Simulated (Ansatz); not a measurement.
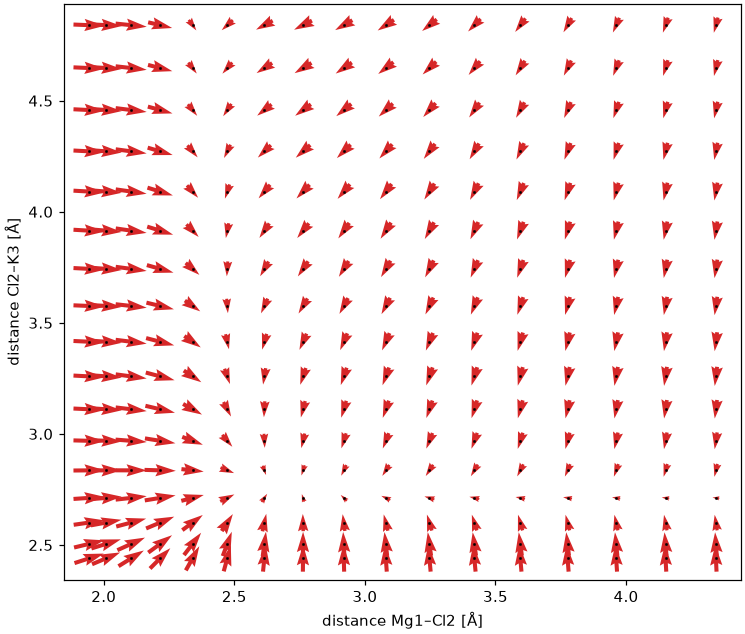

The system Mg + ClK. First axis: distance Mg1–Cl2. Second axis: distance Cl2–K3. Nothing is relaxed (the angle Mg1–Cl2–K3 is fixed at 180 degrees). The grid has 17 × 17 points. Theory: Ansatz 0.2.0, RKS PBE0-D4/def2-SVPD.

In the figure: dots at the grid points, arrows along the force (downhill), their lengths compressed.

The arrows alone are given. Where is the energy lowest?

Answer. The arrows converge at about distance Mg1–Cl2 = 2.696 Å, distance Cl2–K3 = 2.755 Å (read from the interpolated surface).

The energy map of the same scan:

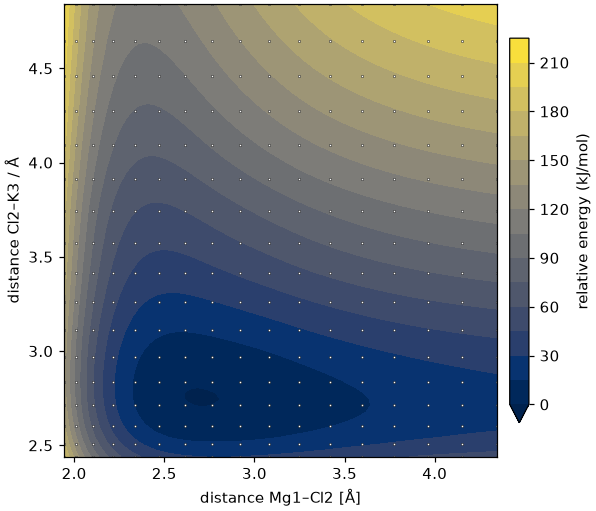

Energies are in kJ/mol, from the lowest grid point; between grid points the surface is interpolated.
